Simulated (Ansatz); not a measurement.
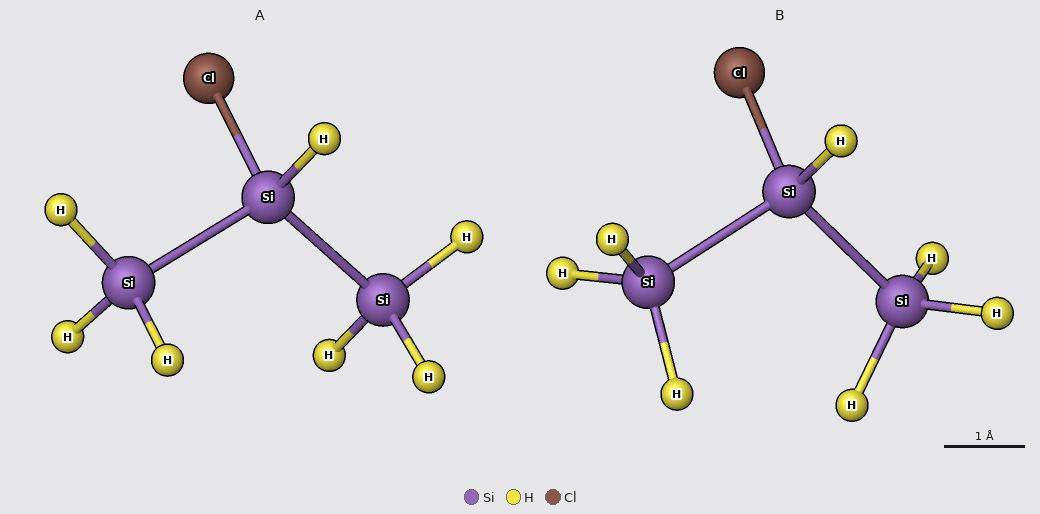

Two geometries of Si₃H₇Cl, drawn at one scale. One is the start of a relaxation, the other its converged end. Style: ball-and-stick. Shown from a free direction.

Theory: RKS BHLYP/STO-3G (Ansatz). Set-up: no spin polarisation; force threshold 0.02 eV/Å; at most 40 steps.

**Which geometry has the lower energy?**

Structure A is the relaxed one. The run prepares the start of a later molecular dynamics calculation, from a guessed geometry. An H atom moves most after the best rigid fit: 1.23 Å. Largest moves by element: H 1.23 Å, Si 0.20 Å, Cl 0.16 Å. Some distances before and after: Si–Si 2.218 → 2.255 Å, H–Si 1.460 → 1.432 Å, Cl–Si 2.130 → 2.117 Å. Bond angles that change, for instance: Si–Si–Si 109.5° → 115.9°, H–Si–Cl 109.4° → 104.1°. Groups turn about Si–Si by about 50°, Si–Si by about 35°. After 19 accepted moves (22 points after the start) the energy has fallen by 0.214 eV. The largest force component goes from 1.3 to 0.015 eV/Å. The line search rejected the trial steps at points 5, 10, 19 of the run. The forces were under the threshold at step 17, but the run went on from there. Cost: 60 s on 1 thread of Intel(R) Xeon(R) Platinum 8259CL CPU @ 2.50GHz (Skylake/Cascade Lake), on a shared host, peak memory 0.14 GiB.

Limits of the set-up: STO-3G is a minimal basis, so the numbers are rough.
